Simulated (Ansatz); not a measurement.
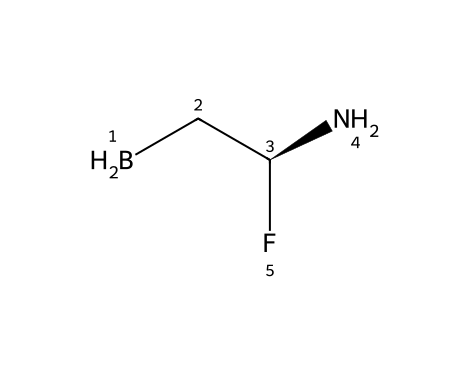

Skeletal drawing with numbered atoms; wedges and dashes mark any stereocentres. The configuration is that of a computed structure (PBE0-D4/def2-TZVP).

> Assign CIP descriptors.

C3: S.

> Give a SMILES with the stereochemistry.

BC[C@@H](N)F
